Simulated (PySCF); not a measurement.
# CH₉B₃N₂: electronic excitations and core binding energies

Wanted: the electronic excitations and core binding energies of CH₉B₃N₂ (`BN(B)BNC`), by calculation.

The runs use PySCF 2.14.0, with density-fitted response routines of our own; the level of theory stands in each step. All values are computed, except where a source is named. Atoms are numbered from 0 throughout.

**1. Starting geometry**

15 atoms, charge 0, multiplicity 1; geometry from: GFN2-xTB.

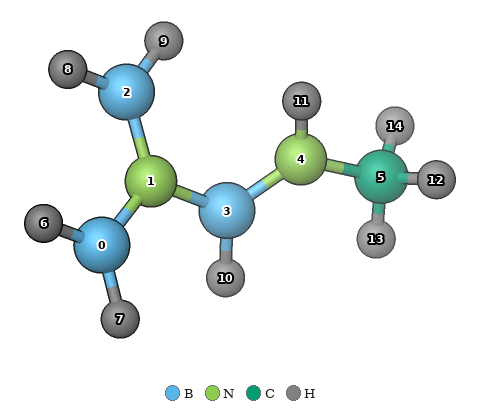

As it starts; boron blue, nitrogen green, carbon teal, hydrogen grey, atoms numbered; sticks join atoms by distance.

**2. Ultraviolet spectrum: CAM-B3LYP/def2-SVPD**

Job settings and geometry (Å):

```
{"job": {"kind": "uv", "xc": "CAM-B3LYP", "basis": "def2-SVPD", "nstates": 8, "ntriplets": 3}, "charge": 0, "multiplicity": 1}
B     -2.059648    -1.325728    -0.754347
N     -1.247325    -0.207714    -0.424993
B     -1.809201     0.951700     0.165821
B      0.190740    -0.272894    -0.741134
N      1.111694     0.293944     0.117478
C      2.549036     0.324519    -0.012442
H     -3.192639    -1.327176    -0.459942
H     -1.589609    -2.244232    -1.310146
H     -2.944330     0.971976     0.452497
H     -1.146325     1.904741     0.346085
H      0.562338    -0.823370    -1.706048
H      0.787176     0.770563     0.947621
H      3.027994    -0.182311     0.830529
H      2.838223    -0.179734    -0.931600
H      2.917462     1.353704    -0.046945
```

Method: TDDFT CAM-B3LYP/def2-SVPD, vertical, gas phase, core orbitals frozen in the response.

Started as:

```console
> OMP_NUM_THREADS=1 python probes_run.py task.json out
```

This one command runs all jobs of the session in turn.

Standard output:

```text
coarse grid: 12048 points
cycle   1  E = -227.3153158486  dE =  5.844e-01  |g| = 3.961e-01  |ddm| = 6.284e+00
cycle   2  E = -227.3228429377  dE = -7.527e-03  |g| = 3.971e-01  |ddm| = 1.055e+00
cycle   3  E = -227.3554903548  dE = -3.265e-02  |g| = 4.863e-02  |ddm| = 5.092e-01
cycle   4  E = -227.3560727843  dE = -5.824e-04  |g| = 1.313e-02  |ddm| = 1.173e-01
cycle   5  E = -227.3561095971  dE = -3.681e-05  |g| = 4.975e-03  |ddm| = 3.247e-02
cycle   6  E = -227.3561148196  dE = -5.222e-06  |g| = 1.309e-03  |ddm| = 7.769e-03
final grid: 115168 points
cycle   7  E = -227.3942584565  dE = -3.321e-05  |g| = 4.743e-03  |ddm| = 1.068e-01
cycle   8  E = -227.3942573058  dE =  1.151e-06  |g| = 5.439e-03  |ddm| = 1.232e-02
cycle   9  E = -227.3942635501  dE = -6.244e-06  |g| = 2.956e-04  |ddm| = 5.741e-03
cycle  10  E = -227.3942635669  dE = -1.677e-08  |g| = 1.655e-04  |ddm| = 7.369e-04
cycle  11  E = -227.3942635734  dE = -6.540e-09  |g| = 2.342e-05  |ddm| = 2.949e-04
cycle  12  E = -227.3942635735  dE = -1.152e-10  |g| = 1.103e-05  |ddm| = 5.760e-05
converged SCF energy = -227.3942635735

Static polarisability (au): isotropic 70.379, principal 52.789 71.702 86.646

Singlet excitations
state   eV       nm        f      main configurations
  1   6.0240    205.8   0.01493   H->L 0.56, H-1->L 0.33
  2   6.2502    198.4   0.01655   H-1->L 0.41, H->L 0.29, H-2->L 0.17
  3   6.2670    197.8   0.01419   H-2->L 0.59, H-1->L 0.12, H->L 0.09
  4   7.0286    176.4   0.10283   H->L+1 0.55, H->L+2 0.32
  5   7.2348    171.4   0.18157   H->L+2 0.41, H->L+1 0.29, H->L+5 0.10
  6   7.3269    169.2   0.09358   H-3->L 0.62, H-2->L 0.12
  7   7.7510    160.0   0.00878   H-1->L+1 0.45, H-3->L 0.10, H-2->L+1 0.09
  8   7.8453    158.0   0.01042   H-2->L+1 0.56, H-1->L+1 0.16

Triplet excitations (Tamm-Dancoff, eV): 5.4643 5.6074 5.7157
```

Wall time 72 s (1 thread of Intel Xeon at 2.50GHz, shared host); peak memory 0.86 GiB.

The orbitals next to the gap, with their largest atomic shares:

```
orbital      eV                      atoms
 HOMO−3  -10.93  N1 29 %, B3 14 %, B2 13 %
 HOMO−2  -10.48  B0 22 %, N1 21 %, H6 13 %
 HOMO−1  -10.39  B2 25 %, B0 18 %, H9 13 %
   HOMO   -9.12  N4 49 %, C5 12 %, B3 10 %
   LUMO   -0.14  B2 33 %, B0 27 %, N1 14 %
 LUMO+1    0.92  B0 22 %, B3 16 %, B2 15 %
 LUMO+2    1.13  B3 24 %, B2 20 %, C5 16 %
```

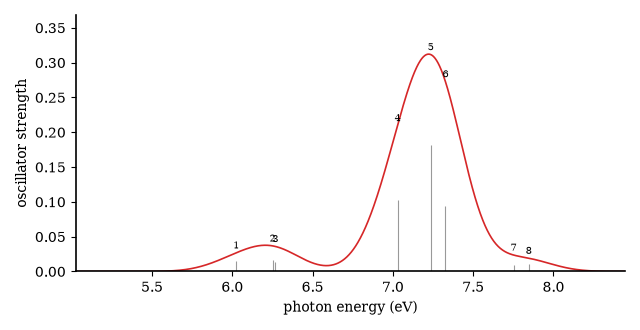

Absorption spectrum from the 8 singlet states computed; above the last one it falls off for lack of states. Lines are broadened to a width of 0.40 eV (Gaussian).

Ground-state properties from the same run:

```
           property  computed
  dipole moment (D)      2.44
polarisability (Å³)     10.43
 HOMO–LUMO gap (eV)      8.98
      −ε(HOMO) (eV)      9.12
```

**3. Core holes by ΔSCF: SCAN, X2C**

Same as in step 2 but for these lines:

```diff
@@ -1,2 +1,2 @@
-{"job": {"kind": "uv", "xc": "CAM-B3LYP", "basis": "def2-SVPD", "nstates": 8, "ntriplets": 3}, "charge": 0, "multiplicity": 1}
+{"job": {"kind": "xps"}, "charge": 0, "multiplicity": 1}
 B     -2.059648    -1.325728    -0.754347
```

With the program's defaults for keys left out, this is: delta-SCF UKS SCAN, pcX-2 on the ionised atom, pcseg-1 elsewhere, spin-free X2C.

Standard output:

```text
ground state, core basis on atom 0 (B), 160 functions
  cycle   1  E = -227.54814674  |g| = 4.83e-01
  cycle   2  E = -227.49122304  |g| = 6.86e-01
  cycle   3  E = -227.60500864  |g| = 1.12e-01
  cycle   4  E = -227.60802986  |g| = 2.79e-02
  cycle   5  E = -227.60819227  |g| = 1.18e-02
  cycle   6  E = -227.60822200  |g| = 5.08e-03
  cycle   7  E = -227.60822912  |g| = 1.35e-03
  cycle   8  E = -227.60822841  |g| = 2.98e-04
  E(ground) = -227.62329758 Eh
hole in B 1s of atom 0
  cycle   1  E = -220.00631584  |g| = 1.16e+00
  cycle   2  E = -218.18170743  |g| = 1.88e+00
  cycle   3  E = -220.15382079  |g| = 6.81e-01
  cycle   4  E = -220.38281764  |g| = 2.70e-01
  cycle   5  E = -220.40758503  |g| = 1.59e-01
  cycle   6  E = -220.41916134  |g| = 7.19e-02
  cycle   7  E = -220.42194643  |g| = 2.93e-02
  cycle   8  E = -220.42272806  |g| = 1.38e-02
  cycle   9  E = -220.42306451  |g| = 1.68e-02
  cycle  10  E = -220.42338220  |g| = 3.82e-03
  cycle  11  E = -220.42340974  |g| = 2.78e-03
  cycle  12  E = -220.42341684  |g| = 1.76e-03
  cycle  13  E = -220.42341881  |g| = 5.22e-04
  cycle  14  E = -220.42341904  |g| = 1.56e-04
  E(ion) = -220.43834776 Eh   <S^2> = 1.0084   hole on atom = 1.000   binding energy = 195.512 eV
ground state, core basis on atom 1 (N), 160 functions
  cycle   1  E = -227.62693565  |g| = 7.16e-02
  cycle   2  E = -227.62694117  |g| = 6.48e-03
  cycle   3  E = -227.62693607  |g| = 7.98e-03
  cycle   4  E = -227.62695251  |g| = 1.40e-03
  cycle   5  E = -227.62695212  |g| = 2.48e-04
  E(ground) = -227.63942459 Eh
hole in N 1s of atom 1
  cycle   1  E = -212.04861937  |g| = 1.87e+00
  cycle   2  E = -211.33862272  |g| = 2.11e+00
  cycle   3  E = -212.67811320  |g| = 4.59e-01
  cycle   4  E = -212.70145866  |g| = 3.46e-01
  cycle   5  E = -212.75931297  |g| = 6.86e-02
  cycle   6  E = -212.76134426  |g| = 1.22e-02
  cycle   7  E = -212.76140546  |g| = 5.67e-03
  cycle   8  E = -212.76142116  |g| = 1.52e-03
  cycle   9  E = -212.76142286  |g| = 5.98e-04
  cycle  10  E = -212.76142306  |g| = 1.31e-04
  E(ion) = -212.77221116 Eh   <S^2> = 0.7655   hole on atom = 1.000   binding energy = 404.557 eV
ground state, core basis on atom 3 (B), 160 functions
  cycle   1  E = -227.60941757  |g| = 5.18e-02
  cycle   2  E = -227.60931639  |g| = 3.46e-02
  cycle   3  E = -227.60951045  |g| = 1.95e-02
  cycle   4  E = -227.60959166  |g| = 5.60e-03
  cycle   5  E = -227.60959917  |g| = 6.55e-04
  cycle   6  E = -227.60960066  |g| = 2.46e-04
  E(ground) = -227.62496154 Eh
hole in B 1s of atom 3
  cycle   1  E = -220.00459954  |g| = 1.18e+00
  cycle   2  E = -218.07346080  |g| = 1.93e+00
  cycle   3  E = -220.23481532  |g| = 5.34e-01
  cycle   4  E = -220.32885134  |g| = 4.23e-01
  cycle   5  E = -220.40784787  |g| = 1.28e-01
  cycle   6  E = -220.41462987  |g| = 5.45e-02
  cycle   7  E = -220.41597352  |g| = 2.07e-02
  cycle   8  E = -220.41631606  |g| = 8.83e-03
  cycle   9  E = -220.41649525  |g| = 6.13e-03
  cycle  10  E = -220.41661139  |g| = 2.32e-03
  cycle  11  E = -220.41662310  |g| = 8.99e-04
  cycle  12  E = -220.41662399  |g| = 4.48e-04
  E(ion) = -220.43162348 Eh   <S^2> = 0.8364   hole on atom = 1.000   binding energy = 195.741 eV
ground state, core basis on atom 4 (N), 160 functions
  cycle   1  E = -227.62707389  |g| = 7.20e-02
  cycle   2  E = -227.62707503  |g| = 8.94e-03
  cycle   3  E = -227.62706072  |g| = 1.21e-02
  cycle   4  E = -227.62709384  |g| = 2.05e-03
  cycle   5  E = -227.62709367  |g| = 3.89e-04
  E(ground) = -227.63957601 Eh
hole in N 1s of atom 4
  cycle   1  E = -212.03323696  |g| = 1.87e+00
  cycle   2  E = -211.28017052  |g| = 2.13e+00
  cycle   3  E = -212.67797491  |g| = 4.06e-01
  cycle   4  E = -212.72017984  |g| = 2.04e-01
  cycle   5  E = -212.73801328  |g| = 7.49e-02
  cycle   6  E = -212.74038029  |g| = 1.31e-02
  cycle   7  E = -212.74046732  |g| = 4.58e-03
  cycle   8  E = -212.74047975  |g| = 1.21e-03
  cycle   9  E = -212.74048099  |g| = 4.83e-04
  E(ion) = -212.75098853 Eh   <S^2> = 0.7645   hole on atom = 1.000   binding energy = 405.139 eV
ground state, core basis on atom 5 (C), 160 functions
  cycle   1  E = -227.61503920  |g| = 5.61e-02
  cycle   2  E = -227.61503144  |g| = 1.25e-02
  cycle   3  E = -227.61501515  |g| = 1.50e-02
  cycle   4  E = -227.61506614  |g| = 9.22e-04
  cycle   5  E = -227.61506592  |g| = 2.40e-04
  E(ground) = -227.62880375 Eh
hole in C 1s of atom 5
  cycle   1  E = -216.33785475  |g| = 1.50e+00
  cycle   2  E = -213.97838400  |g| = 2.38e+00
  cycle   3  E = -216.54100412  |g| = 7.73e-01
  cycle   4  E = -216.81675343  |g| = 4.14e-01
  cycle   5  E = -216.88463064  |g| = 9.72e-02
  cycle   6  E = -216.88814970  |g| = 2.97e-02
  cycle   7  E = -216.88857909  |g| = 1.13e-02
  cycle   8  E = -216.88863455  |g| = 6.06e-03
  cycle   9  E = -216.88865606  |g| = 2.28e-03
  cycle  10  E = -216.88866000  |g| = 1.08e-03
  cycle  11  E = -216.88866145  |g| = 2.76e-04
  E(ion) = -216.90082025 Eh   <S^2> = 0.7693   hole on atom = 1.000   binding energy = 291.923 eV
```

It took 3.2 min on 1 thread of Intel Xeon at 2.50GHz, shared host; peak memory 0.6 GiB.

Binding energies by hole, beside the orbital energy of the ground state; the difference holds orbital relaxation and, for a density functional, its self-interaction error:

```
     hole  stands for                 environment          ΔSCF (eV)  −ε (eV)   ⟨S²⟩
B1s on B0      B0, B2      boron bonded to N, 2 H  195.51 (doubtful)    179.9  1.008
N1s on N1          N1      nitrogen bonded to 3 B             404.56    385.8  0.766
B1s on B3          B3      boron bonded to 2 N, H             195.74    180.0  0.836
N1s on N4          N4  nitrogen bonded to C, B, H             405.14    386.2  0.765
C1s on C5          C5   methyl carbon bonded to N             291.92    274.5  0.769
```

Each hole run stands for the others of its class of like atoms.

Doubtful: the ion did not converge, its hole moved, or its ⟨S²⟩ is well above 0.75.

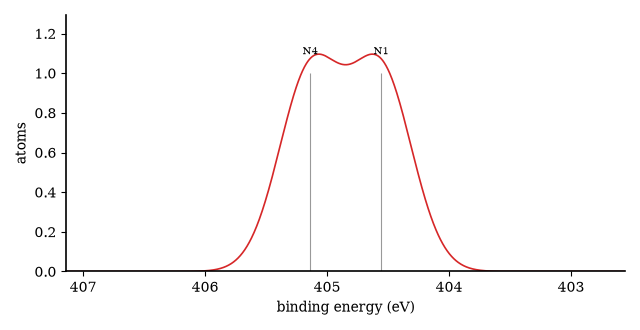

The N1s photoelectron lines, weighted by the number of atoms. Lines are broadened to a width of 0.60 eV (Gaussian).

**4. What came out**

| quantity | value |
| --- | --- |
| lowest singlet (CAM-B3LYP/def2-SVPD) | 6.02 eV (206 nm), f = 0.015 |
| brightest single state of those computed | state 5, 7.23 eV, f = 0.182 |
| lowest triplet | 5.46 eV |
| N1s binding energies, SCAN/pcX-2 | N4 405.14, N1 404.56 eV |
| B1s binding energies, SCAN/pcX-2 (standing for 1 of 3 atoms) | B3 195.74 eV |
| C1s binding energies, SCAN/pcX-2 | C5 291.92 eV |

The lowest singlet, at 6.02 eV, is HOMO→LUMO 0.56, HOMO−1→LUMO 0.33 and is weak; of the 8 states computed, the strongest absorption comes from state 5 at 7.23 eV. The lowest triplet lies 0.56 eV below the lowest singlet (triplets in Tamm-Dancoff, singlets in full TDDFT). N4 (nitrogen bonded to C, B, H) binds its N1s electron 0.58 eV more tightly than N1 (nitrogen bonded to 3 B).
